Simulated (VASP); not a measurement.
Band structure of MgS (rock salt). These are vdW-DF-cx, VASP's PBE PAW potentials (set 64) (plane waves; VASP 6.6.1) values and carry that method's errors.

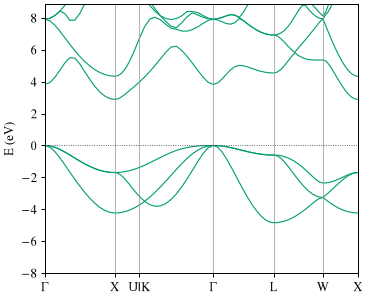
Bands along high-symmetry lines, zero at the valence-band maximum or, without a gap, the Fermi level

Question: Read the plot: is there a gap, and where are the band edges?

Answer: The gap is indirect, 2.89 eV, from the valence maximum at Γ to the conduction minimum at X. (Edges off the drawn lines would not show.)

The compound is MgS in the rock salt structure. It was relaxed first.
